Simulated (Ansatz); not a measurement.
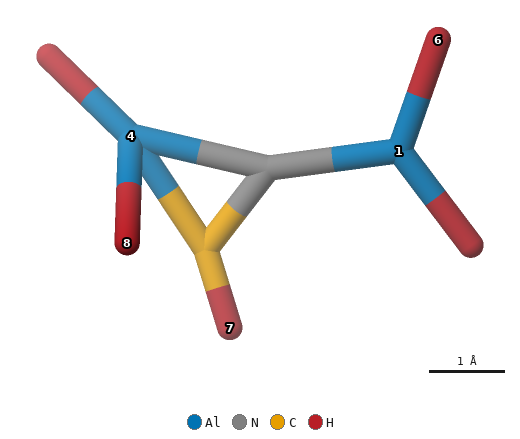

Fig. 1: The structure as given in the input (stick view, seen on its broad side; atoms are numbered from 1 in the order of the input). Sticks mark near contacts.

## CH5Al2N: phonon calculation

System: CH5Al2N.
Method: RKS B3LYP/def2-SVP (Ansatz 0.2.0).

It belongs to a series of runs on one base structure; here: vibrations at the highest image of the band. Figures and captions count atoms from 1; the log counts them from 0 in places.

Input file:
```yaml
crystal:
  periodic: [false, false, false]
  atoms:
    - { symbol: Al, position_ang: [-0.247907, 1.377555, -1.343922] }
    - { symbol: "N", position_ang: [-0.122367, 0.154133, -0.051002] }
    - { symbol: C, position_ang: [0.268711, -1.189954, 0.024284] }
    - { symbol: Al, position_ang: [-0.283761, -0.636079, 1.670033] }
    - { symbol: H, position_ang: [0.230165, 0.996081, -2.808775] }
    - { symbol: H, position_ang: [-0.928218, 2.758613, -0.973307] }
    - { symbol: H, position_ang: [0.809749, -1.711535, -0.778117] }
    - { symbol: H, position_ang: [1.339705, -1.142238, 1.177686] }
    - { symbol: H, position_ang: [-0.977578, -0.652876, 3.066019] }
basis:
  gaussian: { orbitals: def2-SVP }
hamiltonian:
  xc: b3lyp
phonons: {}
```

Launched with:
```bash
ansatz run input.yaml --threads 2 --pin off --max-ram 3072MiB --backend cpu --events-out ev --progress --plain --runs-dir out
```

Log:
```
Engine: ansatz 0.2.0, x86_64-unknown-linux-gnu
Functional definition: B3LYP
  parameter a0 = 0.2
  parameter ax = 0.72
  parameter ac = 0.81
  exchange = (1 - a0 - ax)*slater_x + ax*b88_x + a0*exact_x
  correlation = (1 - ac)*vwn_rpa_c + ac*lyp_c
937 factors; integrals over basis functions are off by at most 4.0e-4 eV
mean field evaluation 1: about -15782.8609 eV, gradient 6.9e1 eV
mean field evaluation 2: about -15708.7094 eV, gradient 1.6e2 eV
mean field evaluation 4: about -15794.4934 eV, gradient 7.3e0 eV
mean field evaluation 8: about -15794.6520 eV, gradient 2.4e-1 eV
mean field evaluation 16: about -15794.6522 eV, gradient 2.8e-5 eV
mean field -15794.65218626 eV, -580.4427618455 hartree, gradient 2.8e-5 eV, S^2 0.000000; 0 other end points of the search recorded, 0 dependent functions left out
the calculation of the forces begins
reference -15794.65247039 eV, -580.4427722867 hartree; 22, 22 occupied and 67, 67 virtual orbitals, 937 factors
these checks for a lower state are left out or cut short: stability, starts, cluster_reference, orbital_swaps, neighbouring_geometries, increment
937 factors; integrals over basis functions are off by at most 4.0e-4 eV
mean field -15794.65216282 eV, -580.4427609839 hartree, gradient 1.4e-6 eV, S^2 0.000000; 0 other end points of the search recorded, 0 dependent functions left out
[... from here on the field's lines of each further geometry are left out, up to the last ...]
the calculation of the forces begins
reference -15794.65243305 eV, -580.4427709147 hartree; 22, 22 occupied and 67, 67 virtual orbitals, 937 factors
these checks for a lower state are left out or cut short: stability, starts, cluster_reference, orbital_swaps, neighbouring_geometries, increment
937 factors; integrals over basis functions are off by at most 4.0e-4 eV
mean field -15794.65214894 eV, -580.4427604738 hartree, gradient 2.1e-6 eV, S^2 0.000000; 0 other end points of the search recorded, 0 dependent functions left out
the calculation of the forces begins
reference -15794.65243303 eV, -580.4427709139 hartree; 22, 22 occupied and 67, 67 virtual orbitals, 937 factors
WARN: phonons: modes at or below zero, which the zero-point energy, F, S and C_V leave out: 1, the lowest at -1066.31 cm⁻¹. A minimum has none, and a first-order saddle one
Total energy: -15794.65247039 eV, -580.4427722867 hartree
Atom 0 at    -0.247907     1.377555    -1.343922 Å, force     0.000760     0.000038     0.000332 eV/Å
Atom 1 at    -0.122367     0.154133    -0.051002 Å, force     0.000547    -0.002227    -0.001602 eV/Å
Atom 2 at     0.268711    -1.189954     0.024284 Å, force    -0.001174     0.002827    -0.001165 eV/Å
Atom 3 at    -0.283761    -0.636079     1.670033 Å, force     0.000400    -0.000155     0.001151 eV/Å
Atom 4 at     0.230165     0.996081    -2.808775 Å, force    -0.000223     0.000186     0.000238 eV/Å
Atom 5 at    -0.928218     2.758613    -0.973307 Å, force    -0.000529    -0.000278     0.000040 eV/Å
Atom 6 at     0.809749    -1.711535    -0.778117 Å, force     0.000134    -0.000164     0.000090 eV/Å
Atom 7 at     1.339705    -1.142238     1.177686 Å, force     0.000045    -0.000505     0.000921 eV/Å
Atom 8 at    -0.977578    -0.652876     3.066019 Å, force     0.000040     0.000280    -0.000006 eV/Å
Dipole moment:    -0.040179    -0.163037     0.349345 e Å
Vibrations: -1066.31 132.45 177.59 250.41 389.76 406.34 553.58 570.71 581.46 701.69 769.09 786.07 880.09 1038.52 1151.66 1263.83 1413.75 1921.30 1938.28 2033.16 3127.15 cm⁻¹, zero-point energy 1.245228 eV
```

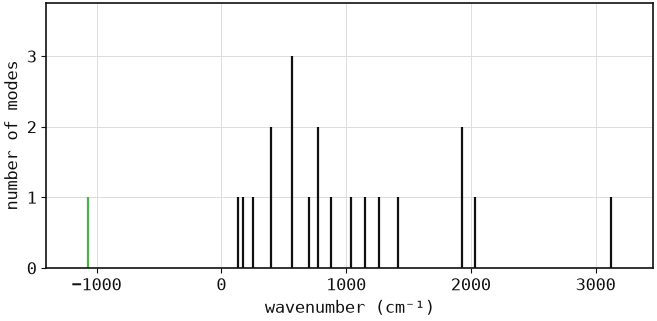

Fig. 2: Harmonic vibrational wavenumbers from the force constants; neighbouring modes closer than 19 cm⁻¹ are counted in one stick, and imaginary ones are drawn at negative wavenumbers. 21 modes from 1066i to 3127 cm⁻¹, 1 imaginary beyond 8i (1066i cm⁻¹): a first-order saddle point, if the geometry is stationary.

Results in brief:

- outcome: converged
- total energy: −15794.6525 eV
- mean-field energy: −15794.6525 eV
- largest force (length of the vector): 0.003 eV/Å
- hardware: 2 threads of Intel Xeon (Sapphire Rapids), 16 GiB of memory available, shared host
- wall time: 48 s (CPU time 90 s)
- peak memory: 0.19 GiB
